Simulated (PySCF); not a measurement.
C₄H₁₀O, SMILES CCOCC, singlet at its GFN2-xTB optimised geometry (Å):

```
15

C     -0.1291    -2.1476    -3.3184
C      0.3044    -1.0753    -2.3310
O     -0.2324    -1.3940    -1.0650
C      0.2480    -0.6095     0.0000
C     -0.2653     0.8302     0.0000
H      0.2333    -3.1188    -2.9934
H     -1.2136    -2.1838    -3.3676
H      0.2680    -1.9276    -4.3056
H      1.4041    -1.0347    -2.2690
H     -0.0542    -0.0917    -2.6687
H      1.3499    -0.6095     0.0000
H     -0.1008    -1.1234     0.8999
H      0.0278     1.3191     0.9250
H     -1.3499     0.8350    -0.0743
H      0.1460     1.3940    -0.8338
```

Level of theory: PySCF with PBE0/def2-TZVP.

Map of the electrostatic potential (hartree/e), clipped to [-0.08, 0.12] on the plane z = 0.8 Å:

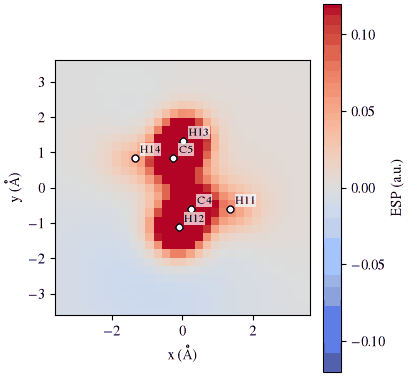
Electrostatic potential (hartree/e), clipped to [-0.08, 0.12] on the plane z = 0.8 Å.
